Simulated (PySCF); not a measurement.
C2H6Ga, charge +1, SMILES `C[Ga+]C`.

Level of theory: B3LYP/def2-SVPD (PySCF), at a geometry from GFN2-xTB. No frequency check shows the geometry to be a minimum. GFN2-xTB bond lengths at metals and heavier atoms can be off by up to 0.1 Å and shapes distorted, which carries into these values.

Input script:

```python
import numpy as np
from pyscf import gto, scf, dft
from pyscf.scf import atom_ks, atom_hf
from scipy.linalg import block_diag

def solve(mol, dm0=None, hcore=None):
    mf = (dft.UKS if mol.spin else dft.RKS)(mol, xc='b3lyp')
    mf.grids.level = 3
    mf = mf.density_fit(auxbasis='def2-universal-jkfit')
    mf.conv_tol, mf.max_cycle = 1e-8, 80
    if hcore is not None:
        mf.get_hcore = lambda *args: hcore
    mf.kernel(dm0)
    if not mf.converged:
        mf = mf.newton().run(mf.mo_coeff, mf.mo_occ, max_cycle=30)
    assert mf.converged, 'SCF not converged'
    return mf

mol = gto.M(atom='''
C      2.05796    -0.00035     0.00001
Ga     0.00001     0.00014     0.00000
C     -2.05798    -0.00035     0.00000
H      2.40888     0.68471     0.77935
H      2.40888    -1.01735     0.20328
H      2.40887     0.33257    -0.98270
H     -2.40890     0.59684    -0.84856
H     -2.40890     0.43641     0.94117
H     -2.40890    -1.03332    -0.09263
''', basis='def2-svpd', charge=1, spin=0, verbose=4)
field = np.array([0.0, 0.0, 0.005])  # atomic units
mol.set_common_orig(mol.atom_charges() @ mol.atom_coords() / mol.atom_charges().sum())
mf = solve(mol)
out = dict(dm0=mf.make_rdm1(), d0=mf.dip_moment(unit='AU'), e0=mf.e_tot)
for name, sign in (('p', 1), ('m', -1)):
    h = mf.get_hcore() + sign * np.einsum('x,xij->ij', field, mol.intor('int1e_r'))
    mi = solve(mol, mf.make_rdm1(), h)
    out.update({'dm' + name: mi.make_rdm1(), 'd' + name: mi.dip_moment(unit='AU'), 'e' + name: mi.e_tot})
# spherically averaged free atoms, for the promolecule
atm = atom_ks.get_atm_nrks(mol, xc='b3lyp')
pro = block_diag(*[(atm[a[0]][2] * atm[a[0]][3]) @ atm[a[0]][2].T for a in mol._atom])
np.savez('result.npz', pro=pro, **out)
```

Command:

```sh
OMP_NUM_THREADS=1 python input.py
```

The run took 41 s on 1 thread of Intel(R) Xeon(R) Platinum 8259CL CPU @ 2.50GHz (Skylake/Cascade Lake), with other jobs on the host, peak memory 0.58 GiB.

Partitions, critical points and surface values were worked out afterwards from this run's density.

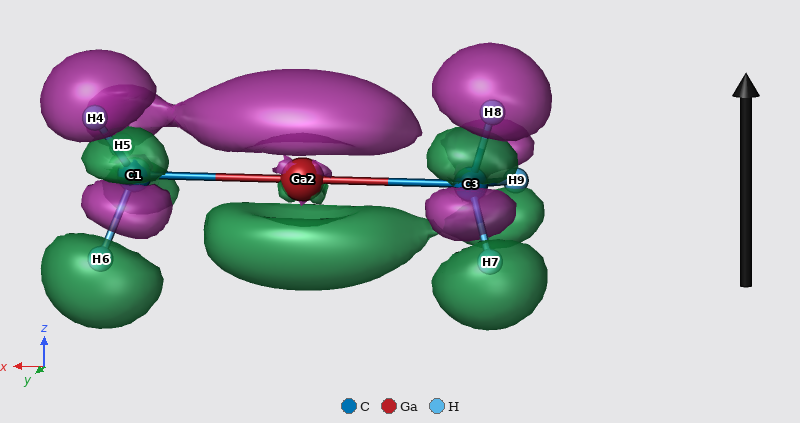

Change of the electron density in a uniform field of 0.26 V/Å along +z (arrow), surfaces at ±0.002 e/Å³ (green: gain, purple: loss).

Question: How large is the response?

Answer: The induced dipole is 0.47 D (along the field); α along this axis, from the fields in both directions, is 37 bohr³ (5.5 Å³).

Question: Which atoms gain and lose the most charge?

Answer: Electrons gather most on H6 (Hirshfeld charge changes by −0.009 e) and leave H8 most (+0.008 e); 0.053 electrons are displaced in all.
